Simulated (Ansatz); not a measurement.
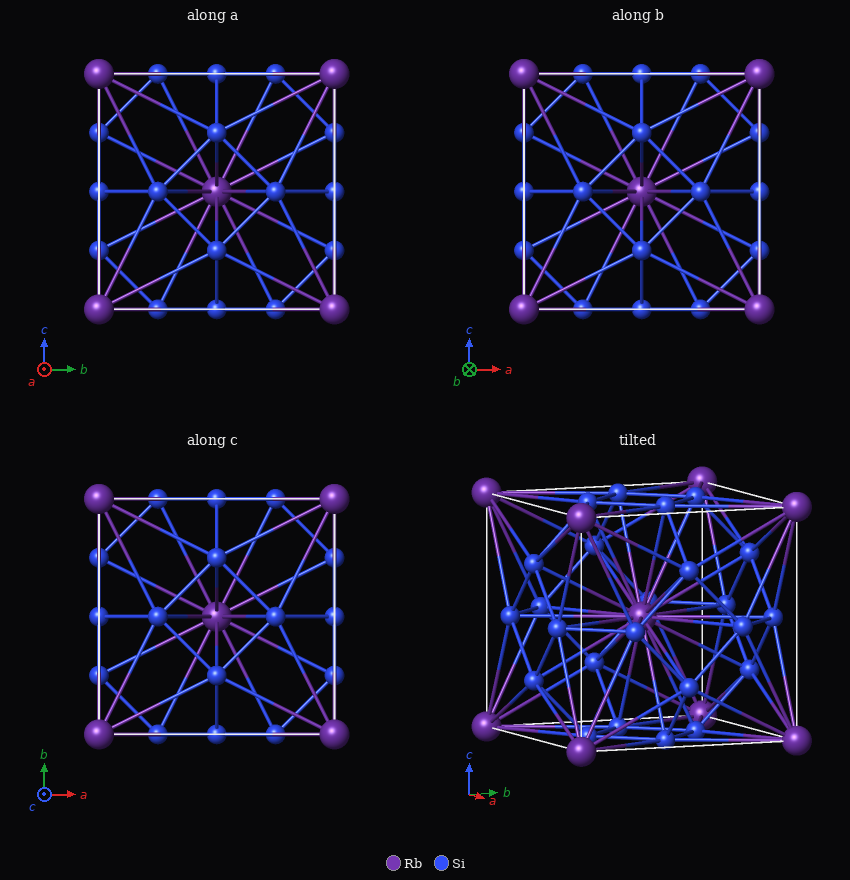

The crystal in a ball-and-stick representation, seen along the a axis, along the b axis, along the c axis and slightly off an axis. Thin lines show the conventional unit cell, with boundary atoms drawn in all their periodic places.

Lattice parameters: a = 6.805 Å, b = 6.805 Å, c = 6.805 Å, α = 90.00°, β = 90.00°, γ = 90.00°.

Question: Record the structure as a table of Wyckoff sites.

Answer: Space group Im-3m (No. 229).
```csv
atom,site,x,y,z
Rb,2a,0.0000,0.0000,0.0000
Si,12d,0.5000,0.0000,0.7500
```

Starting structure: a structure type filled with these elements by a generator (whether the compound takes this form wasn't checked). The picture shows the end point of a geometry optimisation with Ansatz, DFT PBE, scalar-relativistic, plane waves, PAW.
